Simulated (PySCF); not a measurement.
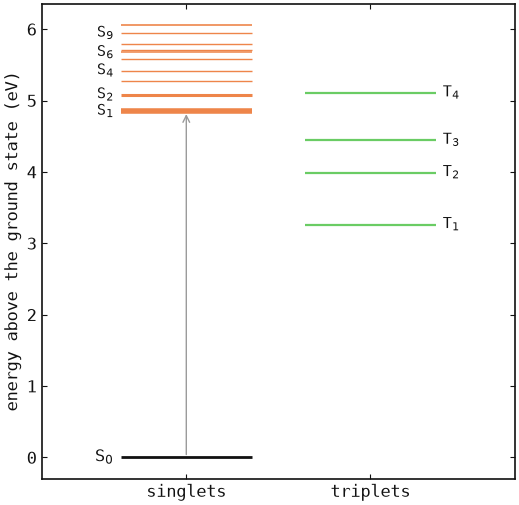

State diagram of C₆H₄S₂, SMILES c1cc2sccc2s1. Vertical TDDFT excitations, PBE0/aug-cc-pVDZ with PySCF, at a PBE0-D3(BJ)/def2-SVP geometry (no frequency check), gas phase. Triplets in the Tamm-Dancoff approximation; only the lowest 10 singlets and 4 triplets were computed. Thicker singlet lines are brighter; the arrow marks the brightest.

**How many of the triplet levels drawn lie below S1?**

3 of 4 (T1 3.26 eV, T2 3.99 eV, T3 4.44 eV, T4 5.10 eV; S1 4.85 eV).

**What are the energy, strength and character of the state that the arrow marks?**

S1 at 4.85 eV (256 nm), f = 0.240, mainly HOMO → LUMO (90 %).

**What is the vertical gap between S1 and T1?**

1.59 eV: S1 at 4.85 eV, T1 at 3.26 eV.

Caveats: core orbitals are frozen in the response.
